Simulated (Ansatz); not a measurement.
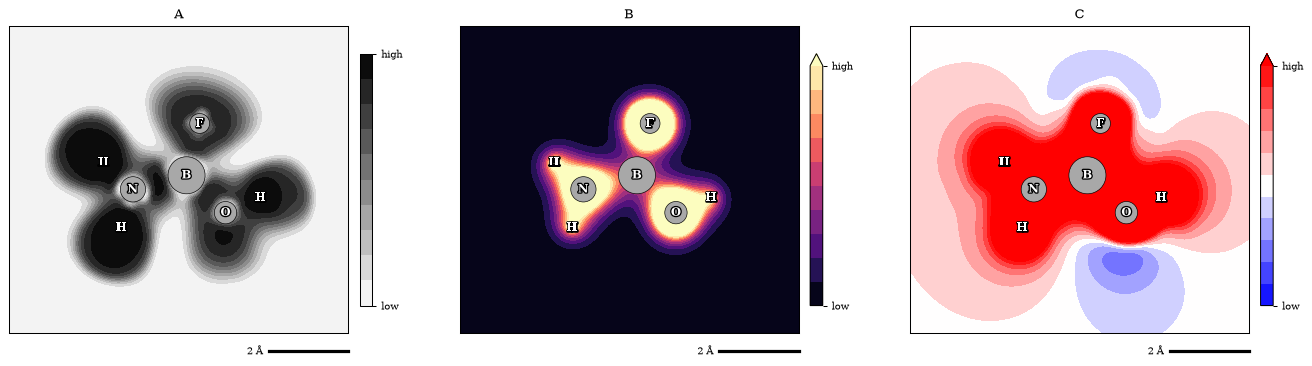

BFH3NO···HCl: 3 fields on the plane of atoms H4, N3 and H5, with unlabelled colour scales. Grey discs cover the atomic cores.

Not at a stationary point (largest force 1.1 eV/Å).

Method: RKS CAM-B3LYP/cc-pVDZ (Ansatz 0.2.0).

Question: The panels show electron density, electron localisation function and electrostatic potential in some order. Assign them.

Answer: Panel A: electron localisation function. Panel B: electron density. Panel C: electrostatic potential (strongly positive close to the atoms, with negative regions outside electron-rich atoms). From the grid: B–F (1.35 Å): ρ is about 2 e/Å³ halfway; the ELF peaks at about 0.85 between the atoms: a shared but strongly polarised pair. B–O (1.36 Å): ρ is about 2.1 e/Å³ halfway; the ELF peaks at about 0.90 between the atoms; a short, strongly polar bond.
